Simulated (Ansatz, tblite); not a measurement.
# The cluster YCu4+: one state, many levels

Aim: run the singlet of the cluster YCu4+ at one geometry on many levels, and compare frontier levels, spin and run time.

Computed with Ansatz 0.2.0, Gaussian basis. Level: as each input shows.

The runs, in order: GFN1-xTB, GFN2-xTB, PBE-D4/def2-TZVP, r2SCAN-D4/def2-TZVP, HF/def2-TZVP, LDA/def2-TZVP, r2SCANh-D4/def2-TZVP, PBE-D4/def2-SVP, PBE0-D4/def2-SVP, CCSD(T)/def2-SVP, MP2/def2-TZVP.

6 further runs of the same task are left out: 6 set aside as unsound or not needed. Runs told in other sessions of the task aren't counted.

**1. The structure**

The singlet was relaxed beforehand with r2SCAN-D4/def2-SVP. At that level it is the lowest of the isomers that a small search found.

5 atoms, charge 1, spin multiplicity 1.

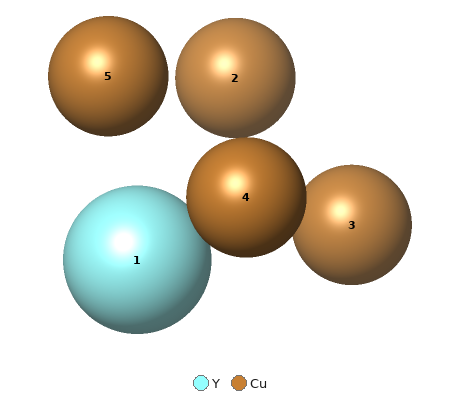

The geometry (yttrium teal, copper orange); atoms are numbered from 1 in the order of the file.

Coordinates:

```xyz
5

Y     0.4199   -1.0435    1.1860
Cu    1.2471    0.5797   -0.6517
Cu   -0.0816    1.5995    1.0294
Cu   -1.5159    0.0869   -0.1063
Cu   -0.0694   -1.2226   -1.4574
```

Y takes a core potential in the def2 sets. No spin-orbit coupling is included. The ion is computed in the gas phase, without counter-ions or solvent.

PBE0-D4/def2-TZVP was run before; its log isn't repeated, and its numbers join the tables.

**2. GFN1-xTB**

Tight binding, by tblite at 300 K electronic temperature and without a spin-polarisation term:

```python
tblite.interface.Calculator('GFN1-xTB', numbers, positions, charge=1, uhf=0).singlepoint()
```

Energy -509.2726 eV, HOMO -15.50 eV, LUMO -15.30 eV; 0.005 s.

**3. GFN2-xTB**

Tight binding, by tblite at 300 K electronic temperature and without a spin-polarisation term:

```python
tblite.interface.Calculator('GFN2-xTB', numbers, positions, charge=1, uhf=0).singlepoint()
```

Energy -443.3792 eV, HOMO -12.91 eV, LUMO -12.45 eV; 0.01 s.

**4. PBE-D4/def2-TZVP**

start.molden holds the orbitals of an earlier run on this state, given as this run's starting guess.

Input file in.yaml:

```yaml
crystal:
  periodic: [false, false, false]
  atoms:
    - {symbol: Y, position_ang: [0.419850, -1.043451, 1.186028]}
    - {symbol: Cu, position_ang: [1.247067, 0.579662, -0.651728]}
    - {symbol: Cu, position_ang: [-0.081619, 1.599464, 1.029382]}
    - {symbol: Cu, position_ang: [-1.515944, 0.086926, -0.106306]}
    - {symbol: Cu, position_ang: [-0.069355, -1.222610, -1.457375]}
basis:
  gaussian: {orbitals: def2-TZVP, initial_orbitals: start.molden}
total_charge: 1
hamiltonian: {xc: pbe, dispersion: d4}
scf: {omitted_lower_state_checks: [starts]}
output: {forces: true, orbitals: {seedname: orbitals}}
```

Started as:

```sh
$ ansatz run in.yaml --threads 4 --pin off --events-out ev --progress --plain --max-ram 4787MiB
```

Log:

```text
Functional definition: PBE
  name "PBE"
  cite "Perdew, Burke & Ernzerhof, Phys. Rev. Lett. 77, 3865 (1996) doi:10.1103/PhysRevLett.77.3865"
  parent pbe
  parameter kappa = 0.804
  parameter beta = 0.06672455060314922
  exchange = pbe_x(kappa = kappa, mu = beta*pi^2/3)
  correlation = pbe_c(beta = beta)
these checks for a lower state are left out or cut short: starts
2148 factors; their error is unknown
mean field evaluation 1: about -179576.5821 eV, gradient 1.5e1 eV
mean field evaluation 2: about -179577.0947 eV, gradient 1.6e0 eV
mean field evaluation 4: about -179576.9880 eV, gradient 7.9e-2 eV
mean field -179576.98804010 eV, -6599.3325888195 hartree, gradient 5.7e-5 eV, S^2 0.000000; 0 other end points of the search recorded, 0 dependent functions left out
the calculation of the forces begins
reference -179576.98809984 eV, -6599.3325910146 hartree; 63, 63 occupied and 157, 157 virtual orbitals, 2148 factors
Total energy: -179577.24908666 eV, -6599.3421821037 hartree
Atom 0 at     0.419850    -1.043451     1.186028 Å, force     0.147961    -0.366187     0.417657 eV/Å
Atom 1 at     1.247067     0.579662    -0.651728 Å, force     0.638071     0.262413    -0.293045 eV/Å
Atom 2 at    -0.081619     1.599464     1.029382 Å, force    -0.022066     0.555248     0.398385 eV/Å
Atom 3 at    -1.515944     0.086926    -0.106306 Å, force    -0.746585     0.015873    -0.019325 eV/Å
Atom 4 at    -0.069355    -1.222610    -1.457375 Å, force    -0.017381    -0.467347    -0.503672 eV/Å
Dipole moment:     0.349727    -0.869117     0.988046 e Å
Checks for a lower state left out: starts
```

Run time: 6.5 s. Hardware: 4 threads of Arm Neoverse V2, shared host.

Report: HOMO -8.32 eV, LUMO -7.76 eV.

**5. r2SCAN-D4/def2-TZVP**

in.yaml: that of step 4 with these lines changed.

```diff
@@ -11,4 +11,4 @@
 total_charge: 1
-hamiltonian: {xc: pbe, dispersion: d4}
+hamiltonian: {xc: r2scan, dispersion: d4}
 scf: {omitted_lower_state_checks: [starts]}
-output: {forces: true, orbitals: {seedname: orbitals}}
+output: {orbitals: {seedname: orbitals}}
```

Same command.

Log:

```text
Functional definition: r2SCAN
  name "r2SCAN"
  cite "Furness, Kaplan, Ning, Perdew & Sun, J. Phys. Chem. Lett. 11, 8208 (2020) doi:10.1021/acs.jpclett.0c02405"
  cite "Furness, Kaplan, Ning, Perdew & Sun, J. Phys. Chem. Lett. 11, 9248 (2020) doi:10.1021/acs.jpclett.0c03077"
  parent r2scan
  parameter k0 = 0.174
  parameter k1 = 0.065
  parameter a1 = 4.9479
  exchange = r2scan_x(k0 = k0, k1 = k1, a1 = a1)
  correlation = r2scan_c
these checks for a lower state are left out or cut short: starts
2148 factors; their error is unknown
mean field evaluation 1: about -179601.6331 eV, gradient 1.0e1 eV
mean field evaluation 2: about -179601.9211 eV, gradient 1.1e0 eV
mean field evaluation 4: about -179601.8191 eV, gradient 6.8e-2 eV
mean field -179601.81915360 eV, -6600.2451154095 hartree, gradient 3.1e-5 eV, S^2 0.000000; 0 other end points of the search recorded, 0 dependent functions left out
reference -179601.81917539 eV, -6600.2451162102 hartree; 63, 63 occupied and 157, 157 virtual orbitals, 2148 factors
Total energy: -179601.86396623 eV, -6600.2467622432 hartree
Checks for a lower state left out: starts
```

Wall time 12 s (4 threads of Arm Neoverse V2, shared host).

HOMO -8.27 eV, LUMO -7.46 eV.

**6. HF/def2-TZVP**

in.yaml: that of step 5 with these lines changed.

```diff
@@ -11,3 +11,3 @@
 total_charge: 1
-hamiltonian: {xc: r2scan, dispersion: d4}
+hamiltonian: {xc: hf}
 scf: {omitted_lower_state_checks: [starts]}
```

Same command.

Log:

```text
Functional definition: HF
  name "HF"
  cite "Fock, Z. Phys. 61, 126 (1930) doi:10.1007/BF01340294"
  parent pbe
  exchange = exact_x
  correlation = 0
these checks for a lower state are left out or cut short: starts
2251 factors; integrals over basis functions are off by at most 2.7e-4 eV
mean field evaluation 1: about -179410.3455 eV, gradient 4.4e1 eV
mean field evaluation 2: about -179413.4755 eV, gradient 4.9e0 eV
mean field evaluation 4: about -179414.4413 eV, gradient 2.4e0 eV
mean field evaluation 8: about -179414.4650 eV, gradient 9.8e-4 eV
mean field -179414.46504108 eV, -6593.3599787675 hartree, gradient 2.5e-5 eV, S^2 0.000000; 0 other end points of the search recorded, 0 dependent functions left out
reference -179414.46504108 eV, -6593.3599787675 hartree; 63, 63 occupied and 157, 157 virtual orbitals, 2251 factors
Total energy: -179414.46504108 eV, -6593.3599787675 hartree
Checks for a lower state left out: starts
```

Run time: 9 s. Hardware: 4 threads of Arm Neoverse V2, shared host; peak memory 0.97 GiB.

From the report: HOMO -9.52 eV, LUMO -4.40 eV.

**7. LDA/def2-TZVP**

in.yaml: that of step 6 with these lines changed.

```diff
@@ -11,3 +11,3 @@
 total_charge: 1
-hamiltonian: {xc: hf}
+hamiltonian: {xc: lda}
 scf: {omitted_lower_state_checks: [starts]}
```

Same command.

Log:

```text
Functional definition: SPW92
  name "SPW92"
  cite "Dirac, Proc. Camb. Phil. Soc. 26, 376 (1930) doi:10.1017/S0305004100016108"
  cite "Slater, Phys. Rev. 81, 385 (1951) doi:10.1103/PhysRev.81.385"
  cite "Perdew & Wang, Phys. Rev. B 45, 13244 (1992) doi:10.1103/PhysRevB.45.13244"
  exchange = slater_x
  correlation = pw_c
these checks for a lower state are left out or cut short: starts
2148 factors; their error is unknown
mean field evaluation 1: about -179300.1180 eV, gradient 3.4e1 eV
mean field evaluation 2: about -179300.7760 eV, gradient 1.3e0 eV
mean field evaluation 4: about -179300.6816 eV, gradient 9.2e-2 eV
mean field evaluation 8: about -179300.6816 eV, gradient 2.3e-5 eV
mean field -179300.68160789 eV, -6589.1785147230 hartree, gradient 2.3e-5 eV, S^2 0.000000; 0 other end points of the search recorded, 0 dependent functions left out
reference -179300.68166627 eV, -6589.1785168683 hartree; 63, 63 occupied and 157, 157 virtual orbitals, 2148 factors
Total energy: -179300.68166627 eV, -6589.1785168683 hartree
Checks for a lower state left out: starts
```

Run time: 3 s. Hardware: 4 threads of Arm Neoverse V2, shared host.

Report: HOMO -8.60 eV, LUMO -8.07 eV.

**8. r2SCANh-D4/def2-TZVP**

in.yaml: that of step 7 with these lines changed.

```diff
@@ -11,3 +11,3 @@
 total_charge: 1
-hamiltonian: {xc: lda}
+hamiltonian: {xc: {name: r2SCANh}, dispersion: d4}
 scf: {omitted_lower_state_checks: [starts]}
```

Same command.

Log:

```text
Functional definition: r2SCANh
  name "r2SCANh"
  cite "Bursch, Neugebauer, Ehlert & Grimme, J. Chem. Phys. 156, 134105 (2022) doi:10.1063/5.0086040"
  cite "Furness, Kaplan, Ning, Perdew & Sun, J. Phys. Chem. Lett. 11, 8208 (2020) doi:10.1021/acs.jpclett.0c02405"
  cite "Furness, Kaplan, Ning, Perdew & Sun, J. Phys. Chem. Lett. 11, 9248 (2020) doi:10.1021/acs.jpclett.0c03077"
  parent r2scan
  parameter a = 0.1
  parameter k0 = 0.174
  parameter k1 = 0.065
  parameter a1 = 4.9479
  exchange = (1 - a)*r2scan_x(k0 = k0, k1 = k1, a1 = a1) + a*exact_x
  correlation = r2scan_c
these checks for a lower state are left out or cut short: starts
2251 factors; integrals over basis functions are off by at most 2.7e-4 eV
mean field evaluation 1: about -179598.4760 eV, gradient 7.3e0 eV
mean field evaluation 2: about -179598.5669 eV, gradient 3.3e-1 eV
mean field evaluation 4: about -179598.6774 eV, gradient 3.0e-3 eV
mean field -179598.67744317 eV, -6600.1296596807 hartree, gradient 1.4e-5 eV, S^2 0.000000; 0 other end points of the search recorded, 0 dependent functions left out
reference -179598.67746296 eV, -6600.1296604079 hartree; 63, 63 occupied and 157, 157 virtual orbitals, 2251 factors
Total energy: -179598.73040745 eV, -6600.1316060819 hartree
Checks for a lower state left out: starts
```

Run time: 16 s. Hardware: 4 threads of Arm Neoverse V2, shared host; peak memory 0.99 GiB.

HOMO -8.49 eV, LUMO -7.16 eV.

**9. PBE-D4/def2-SVP**

in.yaml: that of step 8 with these lines changed.

```diff
@@ -9,5 +9,5 @@
 basis:
-  gaussian: {orbitals: def2-TZVP, initial_orbitals: start.molden}
+  gaussian: {orbitals: def2-SVP, initial_orbitals: start.molden}
 total_charge: 1
-hamiltonian: {xc: {name: r2SCANh}, dispersion: d4}
+hamiltonian: {xc: pbe, dispersion: d4}
 scf: {omitted_lower_state_checks: [starts]}
```

Same command.

Log:

```text
Functional definition: PBE
  name "PBE"
  cite "Perdew, Burke & Ernzerhof, Phys. Rev. Lett. 77, 3865 (1996) doi:10.1103/PhysRevLett.77.3865"
  parent pbe
  parameter kappa = 0.804
  parameter beta = 0.06672455060314922
  exchange = pbe_x(kappa = kappa, mu = beta*pi^2/3)
  correlation = pbe_c(beta = beta)
these checks for a lower state are left out or cut short: starts
1825 factors; their error is unknown
mean field evaluation 1: about -179549.1678 eV, gradient 1.3e1 eV
mean field evaluation 2: about -179549.7614 eV, gradient 1.5e0 eV
mean field evaluation 4: about -179549.6996 eV, gradient 1.1e-1 eV
mean field evaluation 8: about -179549.6997 eV, gradient 1.5e-5 eV
mean field -179549.69965467 eV, -6598.3297591516 hartree, gradient 1.5e-5 eV, S^2 0.000000; 0 other end points of the search recorded, 0 dependent functions left out
reference -179549.69970463 eV, -6598.3297609877 hartree; 63, 63 occupied and 92, 92 virtual orbitals, 1825 factors
Total energy: -179549.96069146 eV, -6598.3393520768 hartree
Checks for a lower state left out: starts
```

It took 3.7 s on 4 threads of Arm Neoverse V2, shared host.

HOMO -8.07 eV, LUMO -7.60 eV.

**10. PBE0-D4/def2-SVP**

in.yaml: that of step 9 with these lines changed.

```diff
@@ -11,3 +11,3 @@
 total_charge: 1
-hamiltonian: {xc: pbe, dispersion: d4}
+hamiltonian: {xc: pbe0, dispersion: d4}
 scf: {omitted_lower_state_checks: [starts]}
```

The command is unchanged.

Log:

```text
Functional definition: PBE0
  name "PBE0"
  cite "Adamo & Barone, J. Chem. Phys. 110, 6158 (1999) doi:10.1063/1.478522"
  cite "Perdew, Burke & Ernzerhof, Phys. Rev. Lett. 77, 3865 (1996) doi:10.1103/PhysRevLett.77.3865"
  parent pbe
  parameter a = 0.25
  parameter kappa = 0.804
  parameter beta = 0.06672455060314922
  exchange = (1 - a)*pbe_x(kappa = kappa, mu = beta*pi^2/3) + a*exact_x
  correlation = pbe_c(beta = beta)
these checks for a lower state are left out or cut short: starts
1699 factors; integrals over basis functions are off by at most 7.1e-4 eV
mean field evaluation 1: about -179547.9491 eV, gradient 1.8e1 eV
mean field evaluation 2: about -179548.3880 eV, gradient 5.6e-1 eV
mean field evaluation 4: about -179548.5693 eV, gradient 4.3e-3 eV
mean field -179548.56928477 eV, -6598.2882188238 hartree, gradient 2.1e-5 eV, S^2 0.000000; 0 other end points of the search recorded, 0 dependent functions left out
reference -179548.56932388 eV, -6598.2882202613 hartree; 63, 63 occupied and 92, 92 virtual orbitals, 1699 factors
Total energy: -179548.79109865 eV, -6598.2963703336 hartree
Checks for a lower state left out: starts
```

It took 6 s on 4 threads of Arm Neoverse V2, shared host; peak memory 0.56 GiB.

HOMO -8.54 eV, LUMO -6.78 eV.

**11. CCSD(T)/def2-SVP**

in.yaml: that of step 10 with these lines changed.

```diff
@@ -11,3 +11,3 @@
 total_charge: 1
-hamiltonian: {xc: pbe0, dispersion: d4}
+correlation: {method: ccsd_t, frozen_orbitals: {Cu: 9, "Y": 0}}
 scf: {omitted_lower_state_checks: [starts]}
```

The command is unchanged.

Log:

```text
Functional definition: HF
  name "HF"
  cite "Fock, Z. Phys. 61, 126 (1930) doi:10.1007/BF01340294"
  parent pbe
  exchange = exact_x
  correlation = 0
these checks for a lower state are left out or cut short: starts
1699 factors; integrals over basis functions are off by at most 7.1e-4 eV
mean field evaluation 1: about -179385.0482 eV, gradient 3.9e1 eV
mean field evaluation 2: about -179388.3651 eV, gradient 5.0e0 eV
mean field evaluation 4: about -179389.2806 eV, gradient 1.7e0 eV
mean field evaluation 8: about -179389.2969 eV, gradient 4.2e-4 eV
mean field evaluation 16: about -179376.8835 eV, gradient 3.2e1 eV
mean field evaluation 32: about -179382.3636 eV, gradient 1.0e1 eV
mean field evaluation 64: about -179386.6142 eV, gradient 1.6e1 eV
mean field evaluation 96: about -179375.0112 eV, gradient 1.7e1 eV
mean field evaluation 128: about -179383.1610 eV, gradient 5.5e0 eV
mean field -179389.29687926 eV, -6592.4350658802 hartree, gradient 4.6e-6 eV, S^2 0.000000; 2 other end points of the search recorded, 0 dependent functions left out; unrestricted orbitals would lower it
determinant -179389.29687926 eV, -6592.4350658802 hartree, with singles and doubles -179425.78344311 eV, -6593.7759223701 hartree
determinant -179388.58059724 eV, -6592.4087430015 hartree, with singles and doubles -179424.93981296 eV, -6593.7449195341 hartree
determinant -179387.42135642 eV, -6592.3661416869 hartree, with singles and doubles -179424.00705500 eV, -6593.7106413110 hartree
36 core orbitals not correlated: weight in the atoms' cores, before any rotation towards them, 1.000 or more for the frozen orbitals, at most 0.000 for the correlated occupied ones
reference -179389.29687926 eV, -6592.4350658802 hartree; 27, 27 occupied and 92, 92 virtual orbitals, 1699 factors
second order -40.96778456 eV of doubles, -0.00000000 eV of singles
cycle   1  -36.45450885 eV  change    3.2e-2 eV  update   1.5e-2
cycle   2  -36.48840210 eV  change   -3.4e-2 eV  update   9.8e-3
cycle   3  -36.47416197 eV  change    1.4e-2 eV  update   9.7e-3
cycle   4  -36.48487009 eV  change   -1.1e-2 eV  update   2.7e-3
cycle   5  -36.49229870 eV  change   -7.4e-3 eV  update   1.4e-3
cycle   6  -36.49076540 eV  change    1.5e-3 eV  update   8.1e-4
cycle   7  -36.48972792 eV  change    1.0e-3 eV  update   4.9e-4
cycle   8  -36.49025147 eV  change   -5.2e-4 eV  update   2.7e-4
cycle   9  -36.49024502 eV  change    6.5e-6 eV  update   1.2e-4
cycle  10  -36.49006661 eV  change    1.8e-4 eV  update   7.7e-5
cycle  11  -36.49021932 eV  change   -1.5e-4 eV  update   5.7e-5
cycle  12  -36.49024768 eV  change   -2.8e-5 eV  update   2.9e-5
perturbative correction -2.51609486 eV, -0.0924647807 hartree
Total energy: -179428.30322180 eV, -6593.8685225292 hartree
Checks for a lower state left out: starts
```

It took 70 s on 4 threads of Arm Neoverse V2, shared host; peak memory 1.3 GiB.

Report: Hartree-Fock HOMO -9.36 eV, LUMO -4.35 eV; T1 0.035. Doubts: restricted state is unstable towards broken spin symmetry.

**12. MP2/def2-TZVP**

in.yaml: that of step 11 with these lines changed.

```diff
@@ -9,5 +9,5 @@
 basis:
-  gaussian: {orbitals: def2-SVP, initial_orbitals: start.molden}
+  gaussian: {orbitals: def2-TZVP, initial_orbitals: start.molden}
 total_charge: 1
-correlation: {method: ccsd_t, frozen_orbitals: {Cu: 9, "Y": 0}}
+correlation: {method: mp2, frozen_orbitals: {Cu: 9, "Y": 0}}
 scf: {omitted_lower_state_checks: [starts]}
```

Same command.

Log:

```text
Functional definition: HF
  name "HF"
  cite "Fock, Z. Phys. 61, 126 (1930) doi:10.1007/BF01340294"
  parent pbe
  exchange = exact_x
  correlation = 0
these checks for a lower state are left out or cut short: starts
2251 factors; integrals over basis functions are off by at most 2.7e-4 eV
mean field evaluation 1: about -179410.3455 eV, gradient 4.4e1 eV
mean field evaluation 2: about -179413.4755 eV, gradient 4.9e0 eV
mean field evaluation 4: about -179414.4413 eV, gradient 2.4e0 eV
mean field evaluation 8: about -179414.4650 eV, gradient 9.8e-4 eV
mean field -179414.46504108 eV, -6593.3599787675 hartree, gradient 2.7e-6 eV, S^2 0.000000; 0 other end points of the search recorded, 0 dependent functions left out; unrestricted orbitals would lower it
mean field evaluation 16: about -179414.7222 eV, gradient 6.2e-1 eV
36 core orbitals not correlated: weight in the atoms' cores, before any rotation towards them, 1.000 or more for the frozen orbitals, at most 0.000 for the correlated occupied ones
reference -179414.46504108 eV, -6593.3599787675 hartree; 27, 27 occupied and 157, 157 virtual orbitals, 2251 factors
second order -55.56244183 eV of doubles, -0.00000000 eV of singles
Total energy: -179470.02748291 eV, -6595.4018608432 hartree
Checks for a lower state left out: starts
```

Run time: 13 s. Hardware: 4 threads of Arm Neoverse V2, shared host; peak memory 0.97 GiB.

Report: Hartree-Fock HOMO -9.52 eV, LUMO -4.40 eV. Doubts: restricted state is unstable towards broken spin symmetry.

**13. Comparison**

```
               level  functions  HOMO (eV)  LUMO (eV)  gap (eV)   time
        HF/def2-TZVP        220      -9.52      -4.40      5.11    9 s
       LDA/def2-TZVP        220      -8.60      -8.07      0.53    3 s
     PBE-D4/def2-SVP        155      -8.07      -7.60      0.47  3.7 s
    PBE-D4/def2-TZVP        220      -8.32      -7.76      0.56  6.5 s
 r2SCAN-D4/def2-TZVP        220      -8.27      -7.46      0.82   12 s
r2SCANh-D4/def2-TZVP        220      -8.49      -7.16      1.33   16 s
    PBE0-D4/def2-SVP        155      -8.54      -6.78      1.76    6 s
   PBE0-D4/def2-TZVP        220      -8.79      -6.93      1.86   14 s
```

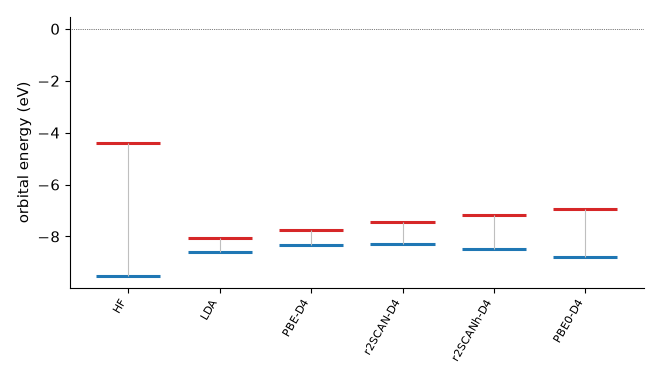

Highest filled (blue) and lowest empty (red) level in def2-TZVP.

Energy pieces by basis (eV):

```
    basis            HF  MP2 correlation  CCSD correlation      (T)               total
 def2-SVP  -179389.2969         -40.9678          -36.4902  -2.5161        -179428.3032
def2-TZVP  -179414.4650         -55.5624                             -179470.0275 (MP2)
```

The correlation energy is far from converged in these sets, so it jumps between bases; where outer-core shells are correlated, the sets cover them unevenly.

**14. What came out**

| quantity | value |
| --- | --- |
| gap in def2-TZVP, named functionals and Hartree-Fock, smallest and largest | 0.53 eV (LDA), 5.11 eV (HF) |
| correlation energy, CCSD(T)/def2-SVP | -39.01 eV |
| correlation energy, MP2/def2-TZVP | -55.56 eV |
| PBE0 total energy, smallest basis above largest | 26.42 eV (def2-SVP, def2-TZVP) |

What this shows: Orbital gaps of the named functionals and Hartree-Fock in def2-TZVP span 0.53 eV (LDA) to 5.11 eV (HF); exact exchange widens it. Notes on CCSD(T)/def2-SVP and its Hartree-Fock reference, which MP2 shares: restricted state is unstable towards broken spin symmetry.

The slowest run with a step of its own, CCSD(T)/def2-SVP, took 70 s; the quickest functional in def2-TZVP took 3 s (shared host).
